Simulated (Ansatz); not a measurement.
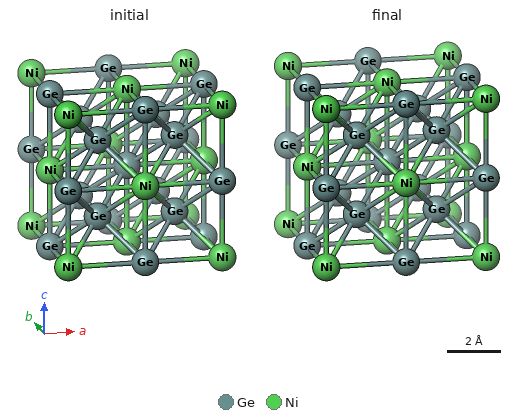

The structure of crystalline NiGe₃ (built on the BiF3 (D0_3) type) (coarse preliminary run) before (left) and after (right) a relaxation, at one scale.

The picture is a ball-and-stick view of the conventional cell (4 times the calculation's cell), seen slightly off an axis. Lengths and directions refer to the drawn axes.

Method: DFT PBEsol, scalar-relativistic, plane waves, PAW (Ansatz). Settings: plane-wave cutoff 420 eV; k-point mesh 6 × 6 × 6; occupations gaussian; smearing width 0.1 eV; no spin polarisation; cell and atoms relaxed; force threshold 0.05 eV/Å; at most 80 steps.

### What changed between the two?

The atoms keep their places relative to the cell (all moves are under 0.005 Å). The volume changes by +11.5 %, with a = b = c 6.071 → 6.295 Å (+3.7 %). Among the contacts that change: Ge–Ni 3.036 → 3.148 Å, Ge–Ni 2.629 → 2.726 Å, Ge–Ge 2.629 → 2.726 Å. The space group stays Fm-3m (No. 225). After 1 accepted move (2 points after the start) the energy has fallen by 70.1 meV per atom. All forces vanish by symmetry, so only the cell relaxes. The pressure goes from 15.09 to 0.28 GPa. The SCF was repeated once at an unchanged geometry on a basis and grid sized afresh for the cell, which shifted the energy by 0.5 meV per atom at most.
